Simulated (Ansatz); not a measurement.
**Geometry relaxation of C4H13NSi (part 2 of 2)**

The same run, continued: C4H13NSi; RKS r2SCAN-D4/6-31G (Ansatz 0.2.0). It belongs to a series of runs on one base structure; here: start relaxed.

Geometry of the input (Å):
```
Si 0.0000  0.0000  0.0000
H  0.0000  0.0000  1.4600
C  1.7634  0.0000  -0.6227
H  2.1111  -1.0463  -0.7509
H  1.8119  0.5276  -1.5981
H  2.4154  0.5187  0.1108
N  -0.8572  1.4851  -0.6061
C  -2.2719  1.4087  -0.9981
H  -2.8245  0.7784  -0.2704
H  -2.7088  2.4290  -1.0098
H  -2.3521  0.9607  -2.0106
C  -0.1354  2.7620  -0.7039
H  -0.2436  3.1711  -1.7300
H  -0.5567  3.4827  0.0276
H  0.9399  2.5975  -0.4831
C  -0.8808  -1.5259  -0.6227
H  -1.3804  -2.0377  0.2261
H  -1.6409  -1.2332  -1.3768
H  -0.1449  -2.2146  -1.0879
```

## Trajectory as extended XYZ (Å, eV, eV/Å), 6 of the 15 frames kept, from step=1 to step=15
```
19
Properties=species:S:1:pos:R:3:forces:R:3 step=1 energy=-13720.93222
Si    0.0000    0.0000    0.0000   -0.7097   1.2556  -0.8484
H     0.0000    0.0000    1.4600    0.0856  -0.1004   1.1122
C     1.7634    0.0000   -0.6227    0.8349   0.2129  -0.0801
H     2.1111   -1.0463   -0.7509    0.0048   0.5012   0.0517
H     1.8119    0.5276   -1.5981    0.1357  -0.2937   0.3784
H     2.4154    0.5187    0.1108   -0.0096  -0.2590  -0.4913
N    -0.8572    1.4851   -0.6061    0.7565  -0.8948   0.3909
C    -2.2719    1.4087   -0.9981    0.5162   0.1940   0.0487
H    -2.8245    0.7784   -0.2704   -0.0393   0.2997  -0.3655
H    -2.7088    2.4290   -1.0098    0.0280  -0.4285   0.0221
H    -2.3521    0.9607   -2.0106   -0.3855   0.2016   0.1755
C    -0.1354    2.7620   -0.7039   -0.5960  -0.3301  -0.0440
H    -0.2436    3.1711   -1.7300    0.2161   0.1350   0.2737
H    -0.5567    3.4827    0.0276    0.2914   0.1042  -0.2357
H     0.9399    2.5975   -0.4831   -0.4870   0.1906  -0.1308
C    -0.8808   -1.5259   -0.6227   -0.5745  -0.6359  -0.1783
H    -1.3804   -2.0377    0.2261    0.0972   0.0288  -0.5428
H    -1.6409   -1.2332   -1.3768    0.2896  -0.3842   0.2914
H    -0.1449   -2.2146   -1.0879   -0.4545   0.2030   0.1725
19
Properties=species:S:1:pos:R:3:forces:R:3 step=4 energy=-13721.21076
Si    0.0011   -0.0116   -0.0114   -0.0481   0.0428   0.2835
H     0.0338   -0.0973    1.5111   -0.0106   0.0011   0.0078
C     1.8185    0.0290   -0.5928   -0.4028   0.0204   0.1292
H     2.2572   -0.9582   -0.4413    0.1733  -0.1254   0.0071
H     1.8361    0.2747   -1.6530    0.1675   0.0302  -0.2776
H     2.4037    0.7661   -0.0398    0.1132   0.0426   0.0188
N    -0.8356    1.4429   -0.6028    0.0504  -0.1006  -0.0249
C    -2.2593    1.4475   -0.9354    0.0331   0.0184   0.1944
H    -2.7871    0.6341   -0.4164    0.0642   0.0669  -0.0713
H    -2.7203    2.3958   -0.6137   -0.0087  -0.0450   0.0089
H    -2.4369    1.3329   -2.0162   -0.0417   0.0580  -0.1113
C    -0.1551    2.7223   -0.7657   -0.2034   0.0972   0.0715
H    -0.2631    3.1131   -1.7909    0.0078  -0.0106  -0.0549
H    -0.5604    3.4873   -0.0753    0.0379  -0.0346  -0.0559
H     0.9131    2.6159   -0.5586    0.0496  -0.0066  -0.0014
C    -0.9231   -1.5556   -0.6571    0.1877   0.2452   0.0382
H    -1.5758   -1.9923    0.1008   -0.0763  -0.0455   0.0480
H    -1.5185   -1.2814   -1.5289   -0.1056  -0.0729  -0.1655
H    -0.1840   -2.3013   -0.9592    0.0126  -0.1816  -0.0449
19
Properties=species:S:1:pos:R:3:forces:R:3 step=7 energy=-13721.29633
Si    0.0083   -0.0105   -0.0112   -0.0480   0.0577   0.0458
H     0.0328   -0.0960    1.5142    0.0107  -0.0137  -0.0491
C     1.8178    0.0137   -0.6094    0.0312  -0.0025   0.0042
H     2.2908   -0.9470   -0.3695    0.0107   0.0035   0.0057
H     1.8652    0.1591   -1.6950   -0.0178  -0.0038  -0.0081
H     2.4078    0.8032   -0.1299   -0.0126  -0.0003   0.0013
N    -0.8324    1.4357   -0.6214    0.0234  -0.0270  -0.0263
C    -2.2705    1.4790   -0.8546   -0.0211  -0.0066   0.0000
H    -2.7238    0.5015   -0.6615    0.0012  -0.0139  -0.0141
H    -2.7665    2.2180   -0.2001   -0.0036   0.0005   0.0090
H    -2.4947    1.7567   -1.8997   -0.0055   0.0134   0.0078
C    -0.1781    2.7229   -0.8186    0.0089   0.0100  -0.0006
H    -0.2865    3.0655   -1.8628   -0.0064   0.0148   0.0060
H    -0.6096    3.5032   -0.1662    0.0038   0.0001   0.0117
H     0.8912    2.6525   -0.5971    0.0180  -0.0108  -0.0116
C    -0.8963   -1.5580   -0.6641   -0.0061  -0.0329   0.0234
H    -1.8210   -1.7635   -0.1129    0.0019   0.0090  -0.0060
H    -1.1455   -1.4376   -1.7248    0.0210   0.0062  -0.0129
H    -0.2444   -2.4348   -0.5617   -0.0098  -0.0037   0.0137
19
Properties=species:S:1:pos:R:3:forces:R:3 step=9 energy=-13721.30545
Si    0.0040   -0.0045   -0.0130   -0.0050  -0.0176  -0.0520
H     0.0171   -0.0626    1.5117   -0.0007   0.0026  -0.0081
C     1.8165    0.0169   -0.6040    0.0023  -0.0173   0.0166
H     2.2933   -0.9387   -0.3521    0.0164   0.0097  -0.0013
H     1.8608    0.1513   -1.6914   -0.0071  -0.0111   0.0053
H     2.3994    0.8159   -0.1324    0.0049  -0.0037   0.0026
N    -0.8252    1.4231   -0.6777    0.0102   0.0038  -0.0200
C    -2.2691    1.4746   -0.8689   -0.0638   0.0113   0.0039
H    -2.7076    0.4779   -0.7474    0.0001   0.0292  -0.0267
H    -2.7581    2.1533   -0.1446   -0.0021  -0.0135  -0.0164
H    -2.5178    1.8349   -1.8833    0.0147  -0.0088   0.0490
C    -0.1734    2.7181   -0.8269    0.0145   0.0572  -0.0053
H    -0.3431    3.1287   -1.8388   -0.0016  -0.0268   0.0545
H    -0.5541    3.4593   -0.0990    0.0176  -0.0052  -0.0119
H     0.9079    2.6219   -0.6796   -0.0228   0.0157  -0.0213
C    -0.8968   -1.5610   -0.6497    0.0078  -0.0245   0.0136
H    -1.8424   -1.7414   -0.1255    0.0105   0.0035  -0.0017
H    -1.1087   -1.4624   -1.7217    0.0286  -0.0083   0.0167
H    -0.2582   -2.4416   -0.5023   -0.0244   0.0037   0.0025
19
Properties=species:S:1:pos:R:3:forces:R:3 step=12 energy=-13721.31560
Si    0.0019   -0.0017   -0.0396   -0.0563   0.0935  -0.0443
H    -0.0094   -0.0124    1.4864    0.0012  -0.0010   0.0026
C     1.8214    0.0046   -0.6057   -0.0031   0.0049  -0.0001
H     2.3071   -0.9304   -0.3002   -0.0012  -0.0024   0.0022
H     1.8754    0.0830   -1.6979    0.0061  -0.0030  -0.0034
H     2.3901    0.8333   -0.1697    0.0052   0.0004   0.0007
N    -0.8235    1.4189   -0.7479    0.0543  -0.0922   0.0611
C    -2.2769    1.4850   -0.8734    0.0096   0.0049  -0.0085
H    -2.7082    0.4786   -0.8665    0.0026   0.0029  -0.0049
H    -2.7478    2.0680   -0.0592    0.0035  -0.0028   0.0027
H    -2.5531    1.9633   -1.8272   -0.0061   0.0055   0.0019
C    -0.1777    2.7261   -0.8302   -0.0116  -0.0033  -0.0094
H    -0.4354    3.2160   -1.7832   -0.0009   0.0087   0.0015
H    -0.4860    3.4048   -0.0123    0.0008  -0.0056   0.0027
H     0.9113    2.6188   -0.7927   -0.0026  -0.0027  -0.0050
C    -0.8835   -1.5791   -0.6389   -0.0006   0.0052   0.0004
H    -1.8824   -1.6875   -0.2020   -0.0028  -0.0033  -0.0004
H    -0.9813   -1.5634   -1.7308    0.0007  -0.0088  -0.0027
H    -0.2975   -2.4621   -0.3557    0.0011  -0.0009   0.0027
19
Properties=species:S:1:pos:R:3:forces:R:3 step=15 energy=-13721.31680
Si   -0.0021    0.0046   -0.0504    0.0059  -0.0044  -0.0042
H    -0.0210    0.0091    1.4764   -0.0016  -0.0009  -0.0011
C     1.8211    0.0023   -0.6045    0.0026   0.0017   0.0016
H     2.3028   -0.9278   -0.2780   -0.0002  -0.0002  -0.0001
H     1.8855    0.0604   -1.6975   -0.0016   0.0001   0.0006
H     2.3879    0.8376   -0.1784    0.0014   0.0005   0.0001
N    -0.8228    1.4168   -0.7702   -0.0035   0.0052  -0.0010
C    -2.2781    1.4872   -0.8756   -0.0009  -0.0002  -0.0004
H    -2.7073    0.4806   -0.9172    0.0008   0.0027   0.0003
H    -2.7425    2.0269   -0.0280    0.0005  -0.0016  -0.0024
H    -2.5634    2.0132   -1.8006    0.0000  -0.0016   0.0027
C    -0.1786    2.7265   -0.8338    0.0009   0.0005   0.0000
H    -0.4737    3.2466   -1.7591    0.0007  -0.0008   0.0016
H    -0.4518    3.3790    0.0176    0.0009  -0.0011  -0.0017
H     0.9109    2.6163   -0.8450   -0.0022   0.0003   0.0000
C    -0.8795   -1.5824   -0.6358   -0.0039  -0.0022   0.0031
H    -1.8910   -1.6755   -0.2250   -0.0005  -0.0015  -0.0008
H    -0.9458   -1.5981   -1.7302    0.0011   0.0022   0.0021
H    -0.3061   -2.4596   -0.3111   -0.0003   0.0011  -0.0005
```

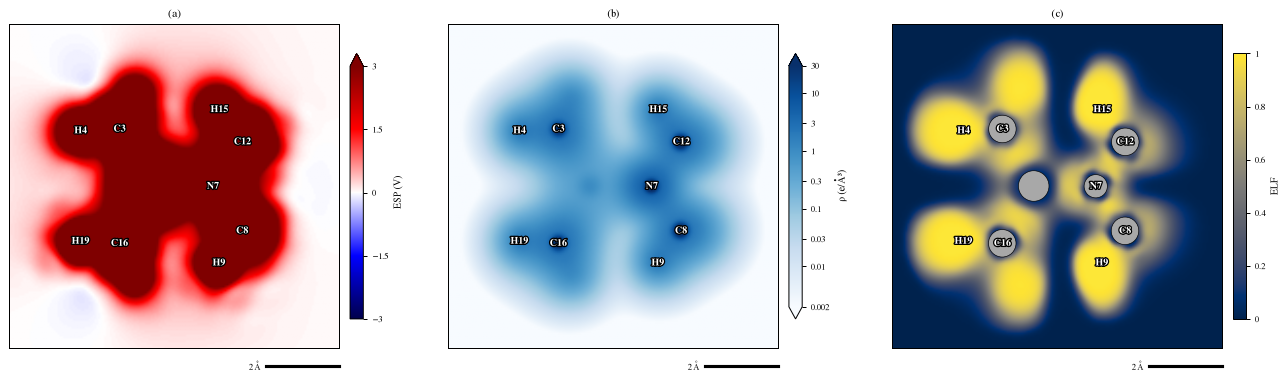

**Figure 1.** (a) electrostatic potential; (b) electron density; (c) ELF on the plane of atoms C8, N7 and C12. Grey discs, where drawn, cover atomic cores. The section cuts through C, H and N sites. The potential has no marked negative region in this plane.

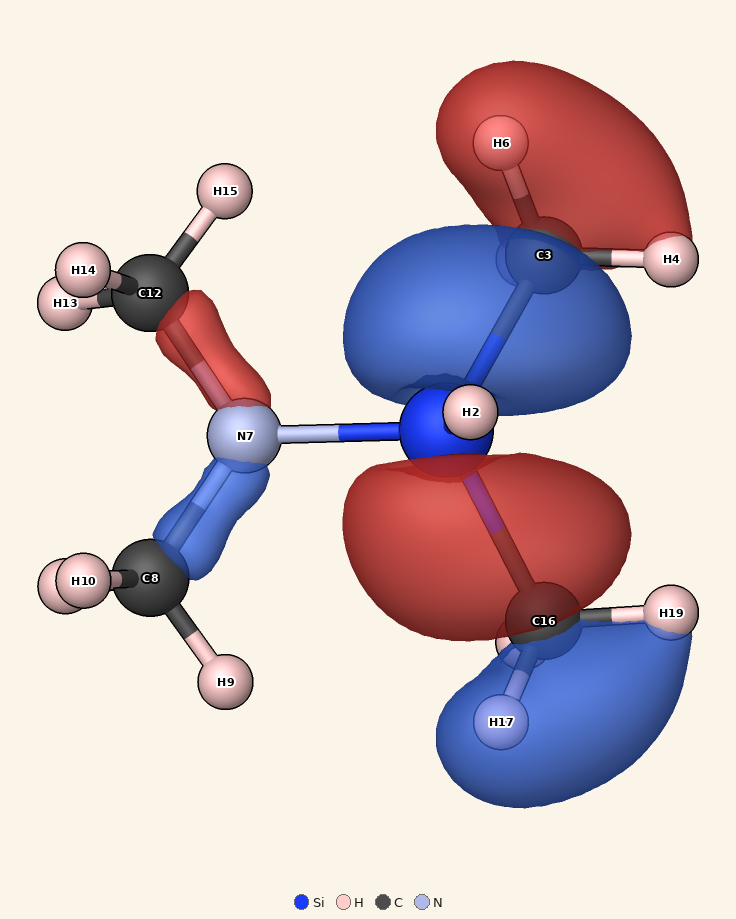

**Figure 2.** One frontier orbital at ±0.1 Å⁻³ᐟ² (red and blue are the two phases), seen face on. The HOMO−1, at −7.60 eV. It lies mainly on C3 (25 %), C16 (25 %) and Si1 (25 %).
